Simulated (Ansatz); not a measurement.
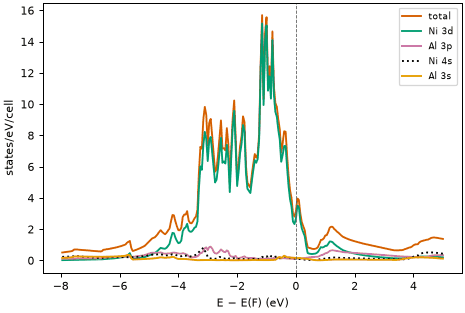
Figure. Total and projected density of states of AlNi3 (Cu3Au type, Pm-3m), DFT-PBE in the program Ansatz with PAW potentials

### Question
Which orbitals carry the states next to the Fermi level?

### Answer
Within 0.5 eV of the Fermi level: Ni 3d 86 %. Projections are on Löwdin-orthogonalised atomic valence shells; empty p or d shells of many metals are not among them.

### Question
Where is the tallest occupied peak in this window, and what makes it?

### Answer
Near -1.1 eV, about 16 states/eV per cell; the largest projected share is Ni 3d.

The cell was relaxed with PBE under the symmetry of its start. Spin order of the final state: ferromagnetic, the only order run, not a proven ground state.

Potentials: the later of the program's two PAW sets.
